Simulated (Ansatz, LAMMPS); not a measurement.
**A frame of liquid mixture of acetonitrile and H2O from 300 K (204 atoms): geometry optimisation**

Aim: bring a frame of liquid mixture of acetonitrile and H2O from 300 K (204 atoms) to a nearby minimum of the energy and see what moves.

Method: Kohn-Sham DFT, RPBE+D4, PAW (set soft_2), plane waves, in Ansatz 0.2.0.

### 1. The structure

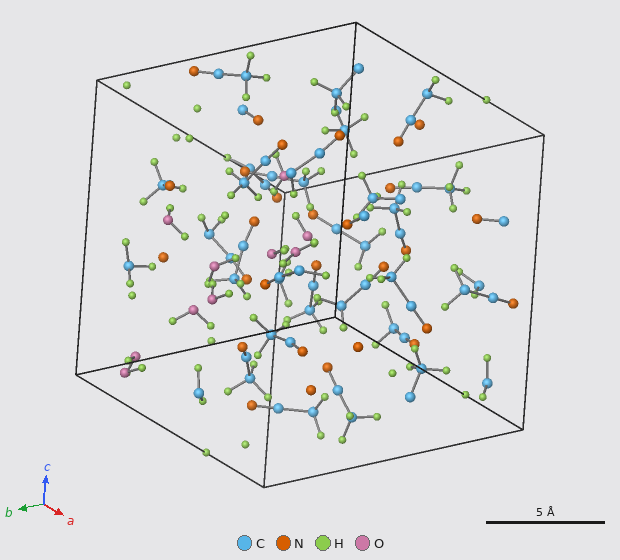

Start, viewed from a free direction; carbon blue, nitrogen orange, hydrogen green, oxygen pink. Bonds to atoms that aren't drawn are left out. Some periodic images of atoms are drawn too.

The cell holds 204 atoms: 58 C, 29 N, 107 H and 10 O. Cell: a = 13.629 Å, b = 13.629 Å, c = 13.629 Å, α = 90.0°, β = 90.0°, γ = 90.0°. 29 acetonitrile, 10 H2O placed at random, at 0.899 g/cm³; overlaps pushed apart, then 10 ps at 450 K with MMFF94 bonds, angles, torsions, charges and radii (Halgren, J. Comput. Chem. 17, 490 (1996)) in harmonic and 12-6 forms; SPC/E water (Berendsen, Grigera and Straatsma, J. Phys. Chem. 91, 6269 (1987)). Snapshot after 20 ps at 300 K and fixed volume.

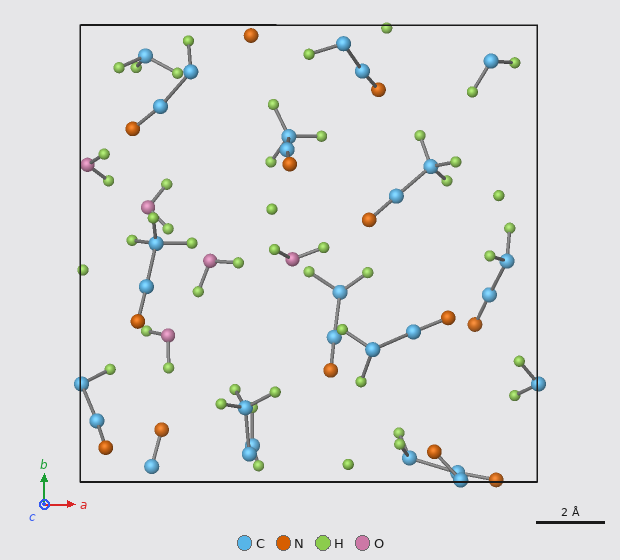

A slice 6 Å thick through the middle of the cell. Bonds to atoms that aren't drawn are left out.

What the set-up can't give: The network of contacts between molecules at the start is that of the classical potential that made the cell. The Brillouin zone is sampled at Γ only, in a cell whose shortest periodic width is 14 Å.

### 2. Single point at the start

The forces at the start show how far the geometry lies from a minimum of this functional.

Input file input.yaml:

```yaml
crystal:
  lattice:
    - [13.62937, 0.0, 0.0]
    - [0.0, 13.62937, 0.0]
    - [0.0, 0.0, 13.62937]
  atoms:
    - { symbol: C, position: [0.63981, 0.28964, 0.66995] }
    - { symbol: C, position: [0.72889, 0.32841, 0.62697] }
    - { symbol: "N", position: [0.80486, 0.35906, 0.60438] }
    - { symbol: H, position: [0.64688, 0.27281, 0.75046] }
    [... 194 atom lines left out ...]
    - { symbol: O, position: [0.19202, 0.32062, 0.35726] }
    - { symbol: H, position: [0.14476, 0.33038, 0.302] }
    - { symbol: H, position: [0.1932, 0.24975, 0.37622] }
    - { symbol: O, position: [0.06439, 0.53559, 0.18973] }
    - { symbol: H, position: [0.05334, 0.46306, 0.19085] }
    - { symbol: H, position: [0.08868, 0.55764, 0.25536] }
kpoints:
  mp_grid: { grid: [1, 1, 1] }
hamiltonian:
  xc: rpbe
  dispersion: d4
scf:
  occupations: { method: fermi_dirac, width: 0.05 }
output:
  forces: true
  stress: true
  populations: true
  dos:
    method: { smearing: { sigma: 0.1 } }
    de: 0.1
    projected: { site_lists: { C: [C], H: [H], "N": ["N"], O: [O] } }
  eigenvalues: true
```

On the command line:

```console
ansatz run input.yaml --threads 4 --pin off --max-ram 8192MiB --backend cpu --events-out ev --progress --plain --runs-dir out
```

Wall time 23 s (4 threads of Intel Xeon 6975P-C (Granite Rapids), shared host); peak memory 3.5 GiB.

Read from the output:

```
free energy                                      : -33238.9628 eV
free energy per atom                             : -162.9361 eV/atom
SCF cycles                                       : 11
pressure                                         : 0.2843 GPa
r.m.s. force component                           : 0.9166 eV/Å
longest force                                    : 4.154 eV/Å
Fermi energy                                     : 0.7795 eV
gap (highest filled to lowest empty level) : 4.145 eV
spilling of the projection                       : 0.01557
```

The r.m.s. force component of 0.92 eV/Å and the pressure of 0.28 GPa set the starting point.

Neighbours are counted within 1.34 Å (H-C), 1.21 Å (H-O), 1.85 Å (C-C), 1.62 Å (C-N).

Length of the force by element and coordination:

```
element  coordination  atoms  mean length of the force (eV/Å)  spread  least  most
      C           all     58                             1.85    1.01  0.141  4.15
      C             2     29                             1.77    1.16  0.141  4.15
      C             4     29                             1.94   0.818  0.687  3.91
      H           all    107                             1.02   0.587  0.227  3.79
      N           all     29                             1.52    1.09  0.235  4.04
      O           all     10                            0.713   0.285  0.224  1.15
```

### 3. Cell and atoms relaxed

The cell is relaxed with the atoms, since the starting lattice needn't suit this functional.

input.yaml, the sections that differ from step 2:

```yaml
output:
  forces: true
relax:
  f_tol: 0.05
  max_steps: 200
  cell: {}
# crystal, kpoints, hamiltonian, scf: as in step 2
```

The job ended after 14 min (4 threads; peak memory 3.6 GiB).

Step by step (22 of 58):

```
step  energy less that of the first step (eV)  largest force component (eV/Å)  pressure (GPa)  volume (Å³)
   1                                   0.0000                          3.7150            0.28      2531.79
   4                                  -6.7614                          0.5783           -0.25      2564.45
   6                                  -7.4512                          0.6077           -0.36      2544.55
   9                                  -7.8592                          0.0650           -0.05      2522.72
  12                                  -7.9677                          0.3674           -0.03      2523.64
  15                                  -7.9551                          1.0759           -0.39      2519.12
  17                                  -8.1039                          0.0999           -0.05      2515.43
  20                                  -8.1287                          0.2573           -0.13      2520.20
  23                                  -8.1707                          0.3667           -0.10      2511.48
  25                                  -8.1847                          0.0228            0.01      2513.18
  28                                  -8.1929                          0.1648           -0.05      2515.05
  31                                  -8.2018                          0.3496           -0.08      2516.42
  34                                  -8.2147                          0.3547           -0.03      2515.15
  36                                  -8.1677                          0.2568           -0.01      2524.46
  39                                  -8.2275                          0.0653           -0.01      2516.26
  42                                  -8.2395                          0.1098           -0.03      2513.96
  44                                  -8.2393                          0.2685           -0.05      2517.30
  47                                  -8.2549                          0.3284            0.06      2515.99
  50                                  -8.2669                          0.1253           -0.03      2516.41
  53                                  -8.2491                          0.0447           -0.02      2515.84
  55                                  -8.2871                          0.1828           -0.06      2503.16
  58                                  -8.2706                          0.0464           -0.01      2505.21
```

Relaxation steps 15, 26, 36, 40, 51 were tried and not accepted.

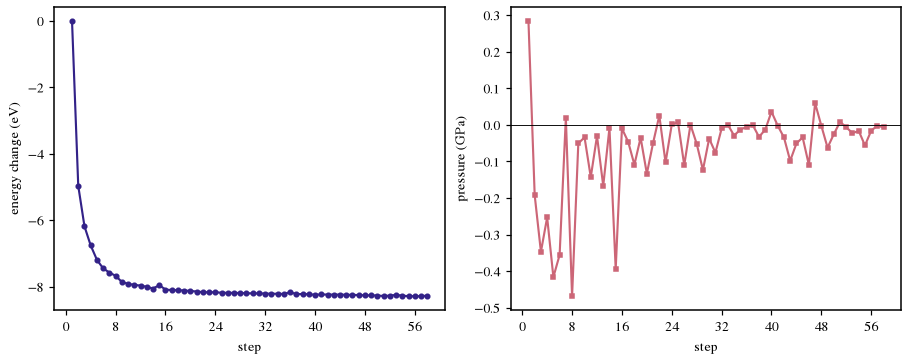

Energy and pressure along the relaxation.

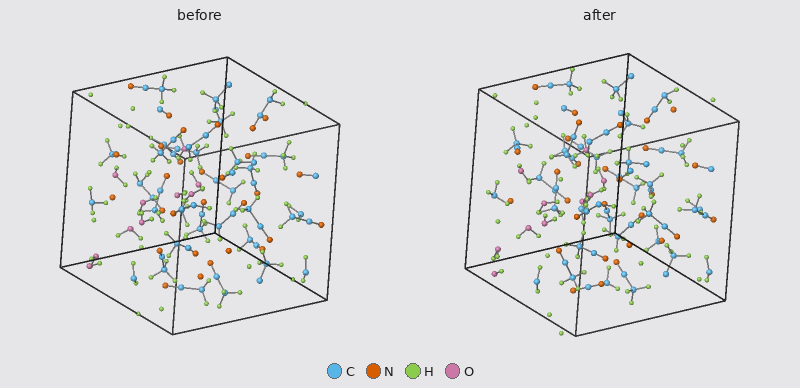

The structure before and after the relaxation, drawn at the same scale. Bonds to atoms that aren't drawn are left out.

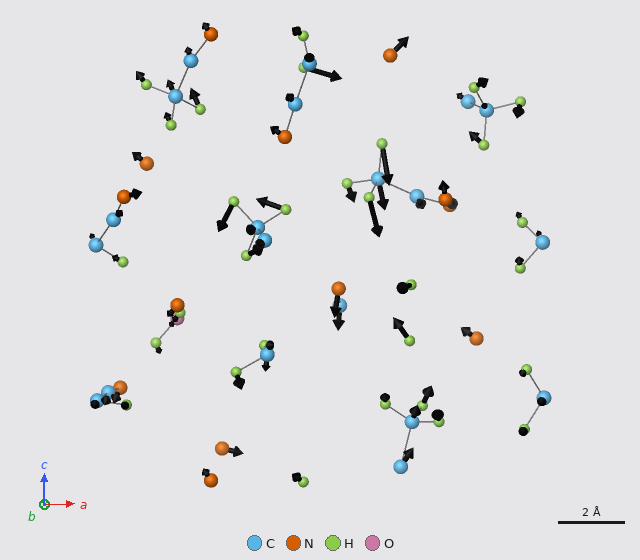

Displacements in the relaxation, scaled, measured against the changing cell; the longest in the cell stands for 2.07 Å. Drawn is a slice 4 Å thick, seen along the normal of the ac plane. Bonds to atoms that aren't drawn are left out.

```
     cell as run  before   after  change
           a (Å)  13.629  13.599  -0.2 %
           b (Å)  13.629  13.291  -2.5 %
           c (Å)  13.629  13.865  +1.7 %
           α (°)   90.00   90.86  +1.0 %
           β (°)   90.00   90.25  +0.3 %
           γ (°)   90.00   88.93  -1.2 %
volume (Å³/atom)   12.41   12.28  -1.0 %
```

The atoms that moved most (Å, as changes of fractional coordinates times the final cell):

```
atom      dx      dy      dz  length
  H6   0.501   0.879  -1.801   2.066
  H4   0.272  -0.471  -1.747   1.829
 H34   1.645   0.387  -0.527   1.770
 H42  -0.594  -1.636  -0.034   1.741
 H54   0.281   0.356  -1.605   1.668
H168  -0.595   0.784  -1.339   1.662
H130  -0.989   0.164   1.254   1.605
H162   0.289  -0.464   1.507   1.603
```

The relaxation changed the energy by -40.5 meV/atom, and atoms moved by 0.77 Å r.m.s., 2.1 Å at most.

### 4. Local order after relaxation

Bonds before and after, by the cutoffs listed below:

```
pair  bonds before  bonds after  mean before (Å)  mean after (Å)  spread before (Å)  spread after (Å)
 H-C            87           87            1.092           1.097              0.031             0.001
 H-O            20           20            1.000           0.983              0.000             0.006
 C-C            29           29            1.455           1.453              0.030             0.002
 C-N            29           29            1.167           1.165              0.016             0.001
```

Density 0.908 g/cm³, 12.28 Å³ an atom.

Pair distribution functions g(r), in bins of 0.2 Å:

```
r (Å)  total   H-H    H-C   H-N    H-O   C-C    C-N
 0.90   1.01  0.00   0.00  0.00  19.60  0.00   0.00
 1.10   4.61  0.00  12.10  0.00   0.00  0.00  12.45
 1.30   0.00  0.00   0.00  0.00   0.00  0.00   0.00
 1.50   0.84  0.71   0.00  0.00   0.00  7.90   0.00
 1.70   1.37  4.70   0.00  0.00   1.48  0.00   0.00
 1.90   0.19  0.10   0.00  0.71   1.09  0.00   0.00
 2.10   0.98  0.00   3.21  0.15   0.00  0.00   0.00
 2.30   0.14  0.36   0.00  0.12   0.52  0.00   0.00
 2.50   0.44  0.73   0.00  1.13   1.34  0.00   0.00
 2.70   0.70  0.66   0.09  1.45   0.65  0.00   2.50
 2.90   0.51  0.85   0.30  0.69   0.45  0.00   0.00
 3.10   1.03  0.80   0.40  3.89   1.94  0.00   0.00
 3.30   0.90  0.84   1.21  0.77   2.48  0.11   0.57
 3.50   1.23  0.81   1.17  1.08   1.73  0.43   3.62
 3.70   1.21  0.92   1.23  0.89   0.87  1.42   2.74
 3.90   1.28  1.20   1.25  0.98   1.46  1.79   1.25
 4.10   1.17  0.88   1.12  1.41   1.50  1.41   1.10
 4.30   1.06  1.25   0.95  0.94   0.96  1.62   0.57
 4.50   1.10  1.12   1.13  1.05   0.83  1.50   0.62
 4.70   1.15  1.18   1.27  0.77   0.84  1.54   1.13
 4.90   1.01  1.19   1.15  0.72   0.69  1.04   0.60
 5.10   1.03  1.10   1.09  0.70   1.06  1.44   0.89
 5.30   0.90  0.99   0.98  0.66   0.83  1.01   0.68
 5.50   0.90  0.97   1.00  0.71   0.86  0.82   0.72
 5.70   0.88  1.05   0.84  0.72   0.81  0.89   0.77
 5.90   0.92  0.95   0.91  1.01   1.12  0.88   0.63
 6.10   0.96  0.95   0.98  0.95   0.95  0.94   0.98
 6.30   0.99  0.99   0.97  1.02   0.99  0.66   1.21
```

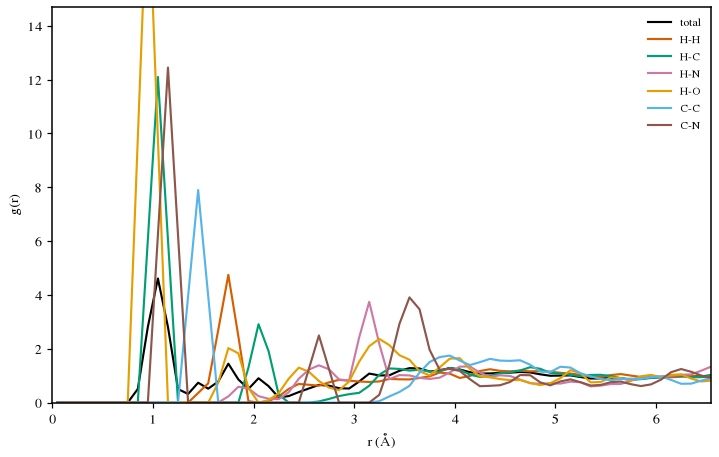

Pair distribution functions, lightly smoothed, with peaks cut at 14.

Bonds by pair of elements; cutoffs follow the first minimum of g(r), held within bounds set by covalent radii, and pairs that aren't listed don't count as bonded:

```
pair A-B  cutoff (Å)  bonds  mean length (Å)  spread (Å)  shortest (Å)  B about A  A about B
     H-C        1.34     87             1.10       0.001          1.09      0.813        1.5
     H-O        1.21     20            0.983       0.006         0.972      0.187          2
     C-C        1.85     29             1.45       0.002          1.45          1          1
     C-N        1.62     29             1.17       0.001          1.16        0.5          1
```

How many atoms have how many bonded neighbours:

```
element  mean    1   2   4
      C     3    0  29  29
      H     1  107   0   0
      N     1   29   0   0
      O     2    0  10   0
```

Bond angles (no mean is given where the spread exceeds 20°):

```
angle  count  mean (°)  spread (°)
H-C-H     87       109         0.6
C-C-H     87       110         0.5
C-C-N     29       179         0.3
H-O-H     10       105         1.6
```

Bond length by coordination (bonds to H left out):

```
element  coordination  atoms  mean bond length (Å)
      C             2     29                  1.31
      C             4     29                  1.45
```

Counting bonds as in the table, 50 % of C atoms have 2 and as many 4, all H atoms have 1, all N atoms have 1 and all O atoms have 2 bonded neighbours. The H-C-H angle averages 109° with a spread of 0.6°.

### 5. Single point at the relaxed geometry

The electronic structure is read at the final geometry, in a run of its own.

Input file input.yaml:

```yaml
crystal:
  lattice:
    - [13.59829, 0.12514, -0.02963]
    - [0.12514, 13.28964, -0.10126]
    - [-0.02963, -0.10126, 13.86469]
  atoms:
    - { symbol: C, position: [0.65906, 0.30495, 0.58173] }
    - { symbol: C, position: [0.74656, 0.36497, 0.595] }
    - { symbol: "N", position: [0.81735, 0.41188, 0.606] }
    - { symbol: H, position: [0.66691, 0.2362, 0.62425] }
    [... 194 atom lines left out ...]
    - { symbol: O, position: [0.18066, 0.32791, 0.34508] }
    - { symbol: H, position: [0.15334, 0.33195, 0.28021] }
    - { symbol: H, position: [0.17936, 0.25524, 0.35795] }
    - { symbol: O, position: [0.07303, 0.54037, 0.18789] }
    - { symbol: H, position: [0.06616, 0.46835, 0.19596] }
    - { symbol: H, position: [0.10424, 0.5652, 0.24777] }
kpoints:
  mp_grid: { grid: [1, 1, 1] }
hamiltonian:
  xc: rpbe
  dispersion: d4
scf:
  occupations: { method: fermi_dirac, width: 0.05 }
output:
  forces: true
  stress: true
  populations: true
  dos:
    method: { smearing: { sigma: 0.1 } }
    de: 0.1
    projected: { site_lists: { C: [C], H: [H], "N": ["N"], O: [O] } }
  eigenvalues: true
  write_density: true
  write_potential: true
  volumetric_format: npy
```

Elapsed: 26 s, on 4 threads; peak memory 3.5 GiB.

The program notes that the exchange-correlation potential is rough where the density is thin.

Read from the output:

| Item | Value |
| --- | --- |
| free energy | -33247.2334 eV |
| free energy per atom | -162.9766 eV/atom |
| SCF cycles | 11 |
| pressure | -0.00624 GPa |
| r.m.s. force component | 0.00557 eV/Å |
| longest force | 0.05388 eV/Å |
| Fermi energy | 0.6209 eV |
| gap (highest filled to lowest empty level) | 5.532 eV |
| spilling of the projection | 0.01556 |

Löwdin charges by element and coordination (they lack the spilled electrons, 0.041 e an atom on average):

```
element  coordination  atoms  mean charge (e)  spread   least    most
      C           all     58            -0.11   0.361  -0.482   0.277
      C             2     29            0.251   0.015   0.229   0.277
      C             4     29           -0.471  0.0042  -0.482  -0.460
      H           all    107            0.271  0.0555   0.230   0.395
      N           all     29           -0.241  0.0074  -0.255  -0.216
      O           all     10           -0.717  0.0144  -0.748  -0.701
```

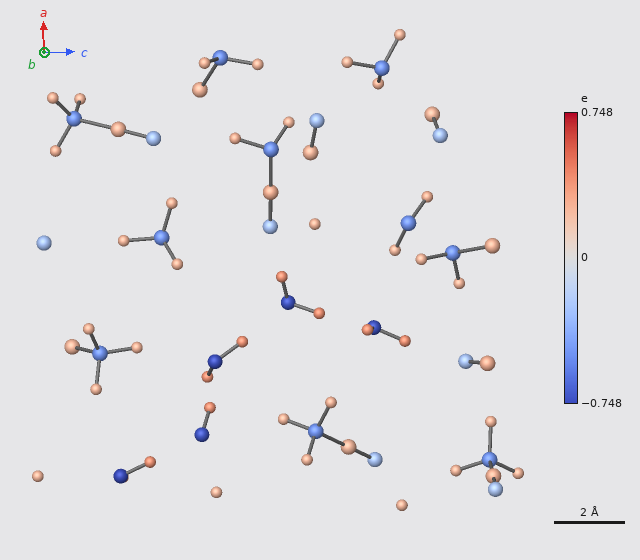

Atoms coloured by Löwdin charge. Drawn is a slice 4 Å thick, seen along the normal of the ac plane. Bonds to atoms that aren't drawn are left out.

Density of states as counts of states in windows of 1 eV (from the Fermi level), total and the larger projections:

```
from (eV)  to (eV)  total   C p   N p   H s   O p
      -14      -10    0.0   0.0   0.0   0.0   0.0
      -10       -9   10.0   0.9   0.5   2.7   5.0
       -9       -8   68.0  31.6   1.5  13.3   8.1
       -8       -7   95.8  62.2   5.0  25.3   0.5
       -7       -6   28.0  14.0   2.1   6.5   3.9
       -6       -5   40.4   4.0  20.8   1.0   4.7
       -5       -4  133.2  41.5  65.6   9.1   9.0
       -4       -3   27.3   5.2   6.6   1.1  14.1
       -3       -2    5.2   0.1   0.1   0.0   5.0
       -2        2    0.0   0.0   0.0   0.0   0.0
        2        3   10.2   3.5   2.8   2.2   0.1
        3        4  108.6  44.6  37.5  15.5   0.2
        4        5   31.6   4.7   2.9   8.1   0.2
```

Between -22 and -14 eV lie 136 more states.

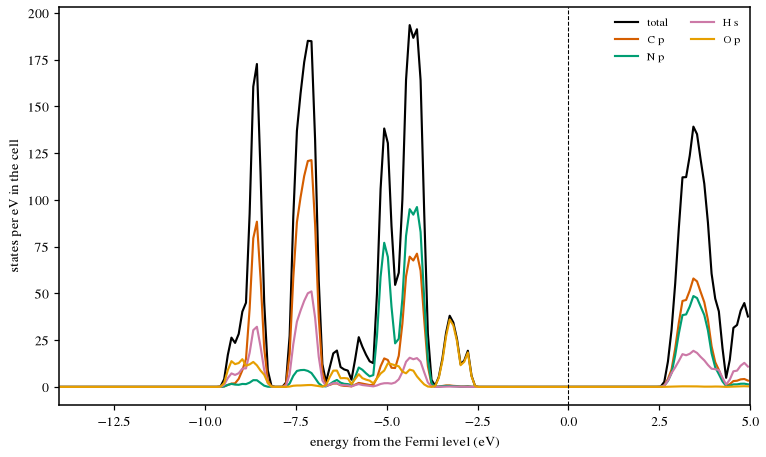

Total and projected density of states, with the broadening of the input.

The levels nearest the highest filled one (over half full), pooled over k-points and spins:

```
level less the highest filled one (eV)  occupation
                                -0.450           2
                                -0.361           2
                                -0.353           2
                                -0.250           2
                               -0.0395           2
                                     0           2
                                  5.53           0
                                  5.63           0
                                  5.69           0
                                  5.70           0
                                  5.72           0
                                  5.79           0
```

Mean Löwdin charges: C -0.11, H +0.27, N -0.24, O -0.72 e (they miss 1.6 % of the electrons, so they add up to more than the cell's charge).

### 6. What came out

```yaml
energy_change_in_the_relaxation: -40.54 meV/atom
r_m_s_displacement: 0.767 Å
largest_displacement: 2.066 Å
free_energy_per_atom: -162.9766 eV/atom
pressure: -0.00624 GPa
r_m_s_force_component: 0.00557 eV/Å
spacing_of_highest_filled_and_lowest_empty_level: 5.532 eV
wall_time_of_the_3_dft_runs: 15 min
```

What this shows: Relaxation lowers the energy by 40.5 meV/atom and moves atoms by 0.77 Å r.m.s.; the r.m.s. force component goes from 0.92 to 0.0056 eV/Å, the pressure goes from 0.28 to -0.0062 GPa, and the gap from 4.15 to 5.53 eV. Displacements are taken in the final cell, so they leave out its strain. By the final cutoffs no bond was broken or made. The cell shrank by 1.0 % in volume. First to last step the energy falls by 8.271 eV; the largest move, 2.07 Å, is that of H6. The H-O bonds change most in mean length: from 1.000 Å (spread 0.000) to 0.983 Å (spread 0.006). Counting bonds as in the table, 50 % of C atoms have 2 and as many 4, all H atoms have 1, all N atoms have 1 and all O atoms have 2 bonded neighbours. The highest filled and lowest empty levels differ by 5.53 eV (at Γ alone); a semilocal functional tends to put such gaps too low. In a disordered cell it changes from sample to sample and from frame to frame.

What to keep in mind: The network of contacts between molecules at the start is that of the classical potential that made the cell; in DFT atoms moved by 0.77 Å r.m.s.

[Logs are printed without paths, hosts, clocks, repeated set-up lines and the standing remarks that a program may print on its own settings, such as how far it seeks lower states.]

[Hosts, paths, dates, database ids (printed as entryN), source tags and the programs' standing remarks are cut or masked in the printed files.]

[The MMFF94 radii named for the starting cell were scaled by 0.96; in molecules described by MMFF94, hydrogen bound to N, O or S took a small fixed 12-6 site in their place.]
